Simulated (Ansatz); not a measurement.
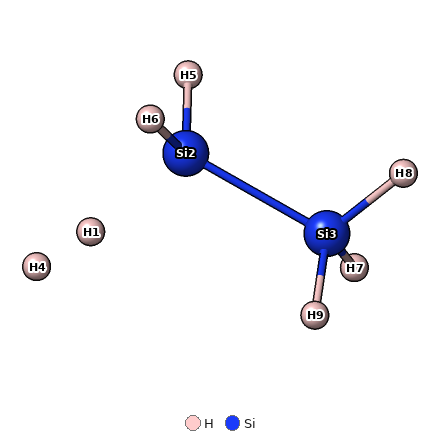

The system is the reacting system H7Si2 (fragments H₆Si₂ + H where the first distance is long, H₂ + H₅Si₂ where the second is long), spin multiplicity 2; the picture shows the reference structure. Coordinates scanned: (1) distance H1–H4 (bond that forms); (2) distance H1–Si2 (bond that breaks). Relaxed at each point: all other coordinates. The grid has 12 × 12 points. Points are written as (first, second). All energies are given in kcal/mol relative to a guessed transition structure relaxed with its forming and breaking bonds held. All numbers below come from Ansatz, UKS PBE0-D4/def2-SVP.

Its coordinates:

```
atom    x (Å)    y (Å)    z (Å)
   H  -1.5869   0.4068   1.2972
  Si   0.1011  -0.3064   0.8893
  Si   0.6510   0.0711  -1.3492
   H  -2.4508   0.7367   1.6090
   H   1.0308   0.3635   1.8509
   H  -0.0226  -1.7568   1.2342
   H   0.7007   1.5438  -1.5985
   H   1.9765  -0.5224  -1.7114
   H  -0.3997  -0.5362  -2.2215
```

Range: distance H1–H4 (bond that forms) from 0.666 to 1.866 Å; distance H1–Si2 (bond that breaks) from 1.278 to 3.078 Å.

**What landscape does the calculation give?**

The lowest grid point is at (0.726 Å, 3.078 Å), −10 kcal/mol from a guessed transition structure relaxed with its forming and breaking bonds held. It lies in a valley that leaves the map towards separated partners. The highest grid point, (1.866 Å, 3.078 Å), lies 86 kcal/mol above the lowest. On the interpolated surface the lowest path from the side where the first distance is long, (1.866 Å, 1.492 Å), to the side where the second distance is long, about (0.77 Å, 3.08 Å), has its top at about (1.45 Å, 1.54 Å), about 0.7 kcal/mol above the start and 16 kcal/mol above the end.

```tsv
second ↓, first →	0.666	0.726	0.808	0.903	1.005	1.114	1.229	1.348	1.472	1.600	1.731	1.866
3.078	−5	−10	−9	−4	5	16	28	41	53	63	71	76
2.876	−5	−9	−9	−4	4	15	28	40	51	60	67	72
2.679	−5	−9	−9	−4	4	15	26	38	48	56	63	67
2.487	−4	−8	−9	−4	4	14	24	35	43	50	56	59
2.301	−3	−7	−8	−4	3	12	21	30	37	43	47	49
2.122	0	−5	−6	−4	2	10	17	24	29	33	36	37
1.950	3	−2	−4	−3	1	7	12	17	21	23	25	26
1.786	8	2	−1	−1	1	5	8	11	13	14	15	15
1.633	16	9	5	3	3	4	5	6	7	7	7	8
1.492	27	20	14	10	8	7	7	6	6	6	5	5
1.368	43	35	28	23	19	16	14	13	12	11	10	9
1.278	60	52	44	38	33	29	26	24	22	21	20	19
```

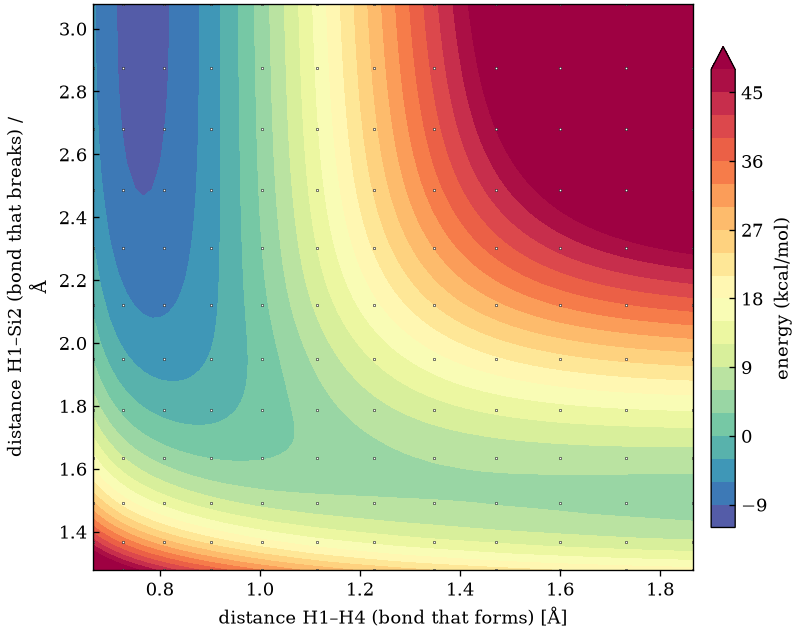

The picture shows filled contours, dots at the grid points, one colour for all values above the top of the scale. Between grid points the surface is interpolated.

Each point was launched as `ansatz run input.yaml --threads 1 --pin off --max-ram 2560MiB --backend cpu --events-out ev --progress --plain --runs-dir out`. Time for the 144 points that were run: 24 min on 1 thread of Intel(R) Xeon(R) 6975P-C (Granite Rapids), on a shared host.
